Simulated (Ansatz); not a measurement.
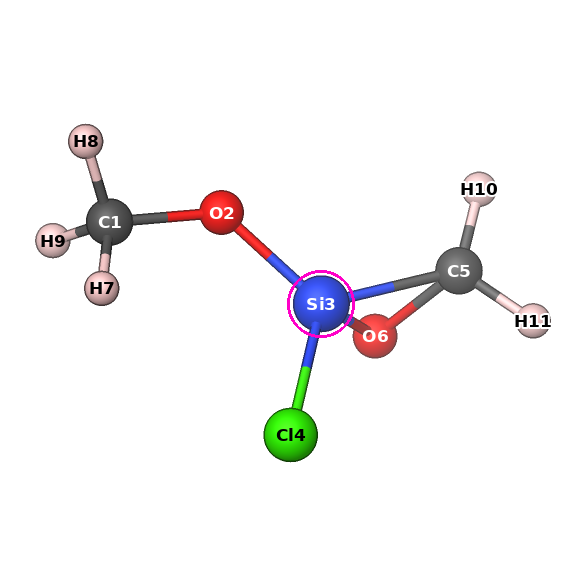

Atoms fade into the background with distance from the viewer. Circles mark the stereogenic atoms. Computed geometry: PBE0-D4/def2-TZVP optimisation. No frequency run is at hand to confirm it as a minimum.

**What are the Cahn–Ingold–Prelog descriptors?**

Si3: R (priorities Cl4 > O6 > O2 > C5).

**Give a SMILES with the stereochemistry.**

CO[Si@]1(Cl)CO1
